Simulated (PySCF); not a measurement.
# CH₃, doublet, SMILES `[CH3]`: electronic structure

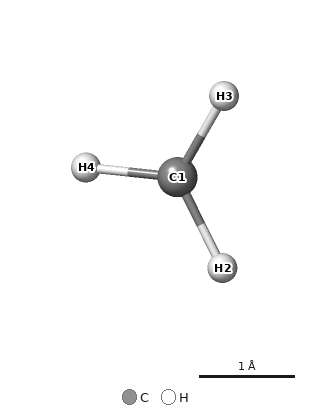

The molecule, with its atoms numbered as below. No frequency check shows the geometry to be a minimum.

Coordinates in Å:

```
C1       0.0000    0.0000    0.0000
H2       1.0434    0.2255    0.0000
H3      -0.7170    0.7909    0.0000
H4      -0.3264   -1.0164    0.0000
```

Part 1: Bonding charge

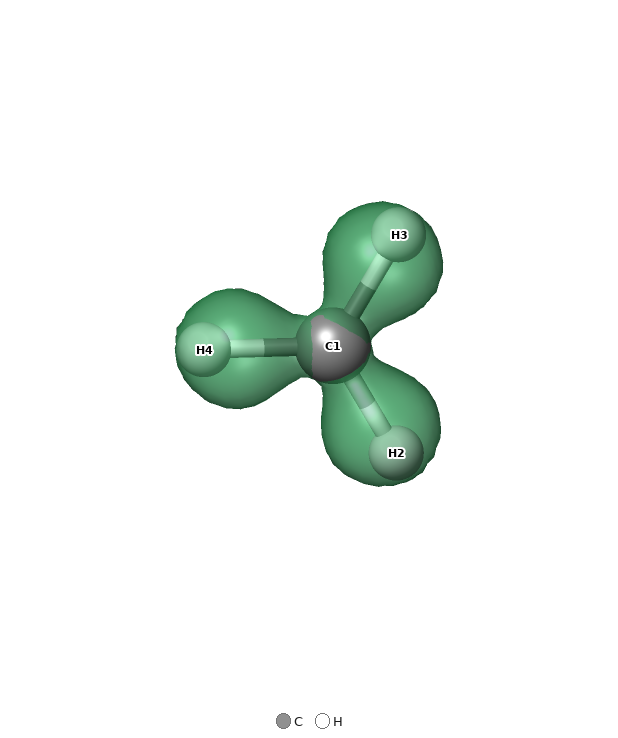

Deformation density (molecule less spherical, spin-averaged free atoms at the same positions), surfaces at ±0.15 e/Å³; green: gain, purple: loss.

PySCF calculation, TPSS/def2-SVP, gas phase; geometry: GFN2-xTB. The stability of the open-shell solution wasn't checked. GFN2-xTB doesn't know the spin state, so this open-shell geometry is rough.

Question: How much density has each bond gained at its critical point, relative to the free atoms?

Answer: C1–H2, C1–H3 and C1–H4: +0.70 e/Å³ at the bond critical point (bond length 1.07 Å, Mayer order 1.0). In all, 0.7 electrons gather in the regions of gain relative to the promolecule.

Question: Where do the Hirshfeld charges lie?

Answer: The highest Hirshfeld charge is on H2, H3 and H4 (+0.03 e), the lowest on C1 (−0.10 e).

Part 2: Bond critical points

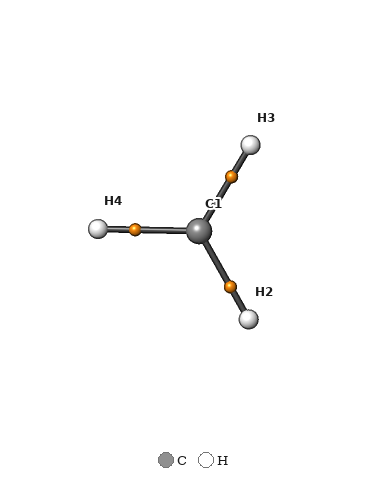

Molecular graph of the electron density (QTAIM): bond paths, bond critical points (orange), ring points (yellow, if any); weak paths are dashed.

Question: How many critical points of each kind are there, and does the count close?

Answer: 4 nuclei, 3 bond, 0 ring and 0 cage critical points: 4 − 3 + 0 − 0 = 1, as the Poincaré–Hopf relation requires.

Question: Give the properties at the bond critical points.

Answer:
| bond | length (Å) | ρ (a.u.) | ∇²ρ (a.u.) | ε | H (a.u.) |
| --- | --- | --- | --- | --- | --- |
| C1–H2 (3 alike) | 1.067 | 0.287 | −1.10 | 0.05 | −0.321 |

Question: What kind of interaction is C1–H2?

Answer: Shared-shell (covalent): ρ = 0.287, ∇²ρ = −1.10, H = −0.321 a.u.

Part 3: Local ionisation energy

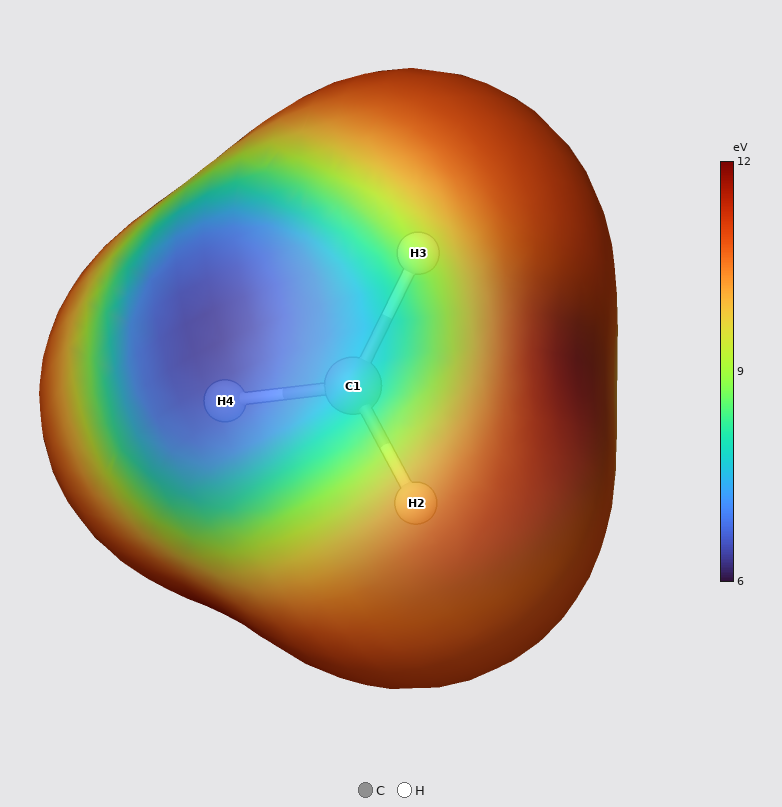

Average local ionisation energy on the surface of electron density 0.001 a.u.

Question: Locate the minima of the map.

Answer: The lowest value is 6.4 eV, over C1, off the plane of its three bonds (2.0 Å), and at like points elsewhere. For comparison, the highest occupied orbital lies at −5.4 eV.

Question: What volume does the surface enclose, and what is the dipole moment?

Answer: About 37 Å³; the dipole moment is 0.0 D.

Part 4: Spin density

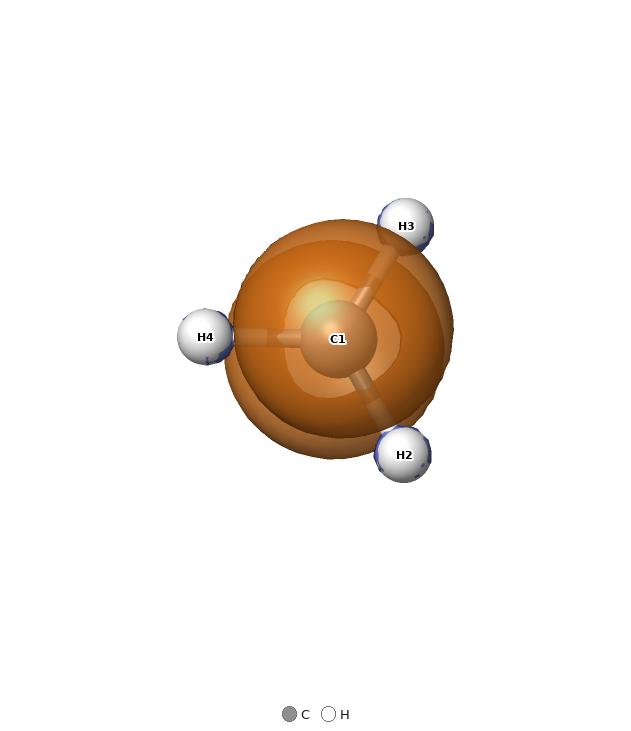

Spin density ρα − ρβ at ±0.05 e/Å³ (orange: excess α, blue: excess β).

Question: How is the spin shared among the atoms?

Answer: Hirshfeld spin populations: C1 +0.84 and H2, H3 and H4 +0.05. ⟨S²⟩ = 0.76, as for a pure state.

Part 5: In an electric field

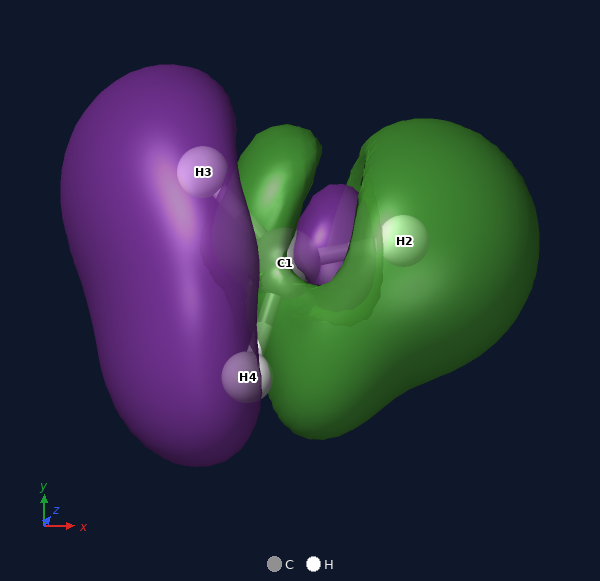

Change of the electron density in a uniform field of 0.51 V/Å, surfaces at ±0.0015 e/Å³ (purple: gain, green: loss).

Computed with PySCF, LDA (SVWN)/def2-SVPD, geometry: GFN2-xTB. The stability of the open-shell solution wasn't checked. GFN2-xTB doesn't know the spin state, so this open-shell geometry is rough.

Question: Along which Cartesian direction does the field point?

Answer: Along +x: electrons gather on the −x side, against the field.

Question: How large is the response?

Answer: The induced dipole is 0.41 D (along the field); α along this axis, from the fields in both directions, is 16 bohr³ (2.4 Å³).

Question: Which atoms gain and lose the most charge?

Answer: Electrons gather most on H3 (Hirshfeld charge changes by −0.015 e) and leave H2 most (+0.021 e); 0.045 electrons are displaced in all.
